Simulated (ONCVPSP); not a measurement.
## Pseudopotential generation, with input and output: Au

Gold (Au, Z = 79), core [Kr] 4d10, reference valence 4f14 5s2 5p6 5d10 6s0.5 (an ion of charge +0.5), valence charge 33. Level asked for: ONCV potential, LDA (Perdew-Zunger), scalar-relativistic, made with ONCVPSP 4.0.1.

**What the run reported**

| quantity | value |
| --- | --- |
| outcome | ended with an error |
| hardware | 1 CPU thread, shared host |

**Diagnosis**

The generator stopped with the message “ERROR pspot: first pseudo wave function has node, program will stop”. In words: the optimised pseudo-wave of the first projector has a node, so the radial equation cannot be inverted for a potential. It was at work on the s channel when it stopped.

**The input**
```
# ATOM AND REFERENCE CONFIGURATION
# atsym  z   nc   nv     iexc    psfile
  Au 79.00    9    5        3      upf
#
#   n    l    f
    1    0    2.00
    2    0    2.00
    2    1    6.00
    3    0    2.00
    3    1    6.00
    3    2   10.00
    4    0    2.00
    4    1    6.00
    4    2   10.00
    4    3   14.00
    5    0    2.00
    5    1    6.00
    5    2   10.00
    6    0    0.50
#
# PSEUDOPOTENTIAL AND OPTIMIZATION
# lmax
    3
#
#   l,   rc,      ep,       ncon, nbas, qcut
    0    1.30    0.00    3    6   11.20
    1    1.40    0.00    4    7    8.90
    2    2.10    0.00    5    9    9.10
    3    0.70    0.00    3    8   24.60
#
# LOCAL POTENTIAL
# lloc, lpopt,  rc(5),   dvloc0
    4    5    0.45    2.00
#
# VANDERBILT-KLEINMAN-BYLANDER PROJECTORs
# l, nproj, debl
    0    2    3.20
    1    2    0.80
    2    2    2.00
    3    2    2.80
#
# MODEL CORE CHARGE
# icmod, fcfact, rcfact
    3    5.75    1.60
#
# LOG DERIVATIVE ANALYSIS
# epsh1, epsh2, depsh
   -6.00    5.00    0.04
#
# OUTPUT GRID
# rlmax, drl
    6.00    0.01
#
# TEST CONFIGURATIONS
# ncnf
    4
# nvcnf
#   n    l    f
    5
    4    3   14.00
    5    0    2.00
    5    1    6.00
    5    2   10.00
    6    0    1.00
#
    5
    4    3   14.00
    5    0    2.00
    5    1    6.00
    5    2   10.00
    6    0    0.00
#
    5
    4    3   14.00
    5    0    2.00
    5    1    6.00
    5    2    9.00
    6    0    0.00
#
    6
    4    3   14.00
    5    0    2.00
    5    1    6.00
    5    2    9.00
    6    0    1.00
    6    1    1.00
#
```

Run as:
```bash
oncvpsp.x < Au.dat > Au.out
```

**Log (extracts)**
```
ONCVPSP  (Optimized Norm-Conservinng Vanderbilt PSeudopotential)
scalar-relativistic version 4.0.1

#   n    l    f        energy (Ha)
    1    0    2.00    -2.9666921E+03
    2    0    2.00    -5.2360906E+02
    2    1    6.00    -4.5280711E+02
    3    0    2.00    -1.2368837E+02
    3    1    6.00    -1.0315787E+02
    3    2   10.00    -8.1204752E+01
    4    0    2.00    -2.6940842E+01
    4    1    6.00    -2.0207592E+01
    4    2   10.00    -1.2126834E+01
    4    3   14.00    -3.1495602E+00
    5    0    2.00    -4.1494695E+00
    5    1    6.00    -2.3599176E+00
    5    2   10.00    -4.1274855E-01
    6    0    0.50    -3.5807906E-01

Reference configufation results
  iterations    28
  all-electron total energy (Ha)   -1.90012266D+04

Begin loop to  construct optimized pseudo wave functions
and semi-local pseudopoentials for all angular momenta

Calculating optimized projector #   1

 for l=   0

    Fraction of norm inside rc  0.888882
    Optimizing pswf for qcut=  11.21 a_B^-1,  ecut=  62.79 Ha
    Residual kinetic energy error=  3.35D-07 Ha
 ERROR pspot:  first pseudo wave function has node,          program will stop
 ERROR pspot: try changing psp parameters for this l
```

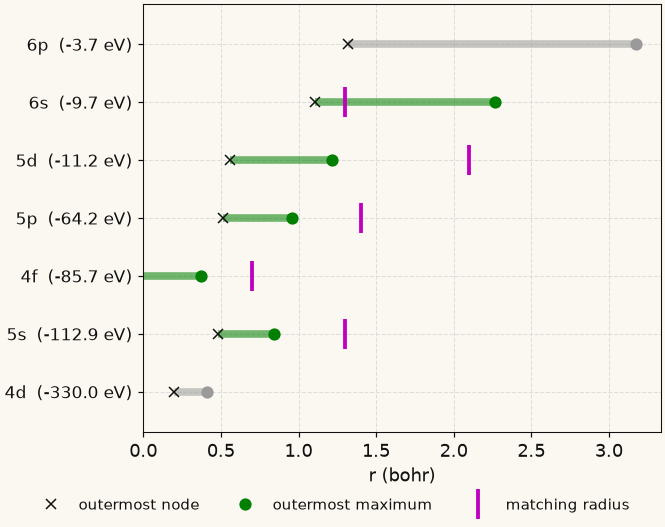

Figure 1. Outer shells of the all-electron reference atom: each bar runs from the outermost node (or the nucleus) to the outermost maximum of u(r); the tick is the radius chosen for the pseudo-wave. Shells without a tick have no pseudo-wave of their own. Levels, nodes and maxima are from ld1.x, scalar-relativistic.

- Radii against the shells: 5s: 1.30 bohr, outside the maximum; 4f: 0.70 bohr, outside the maximum; 5p: 1.40 bohr, outside the maximum; 5d: 2.10 bohr, outside the maximum; 6s: 1.30 bohr, between node and maximum.
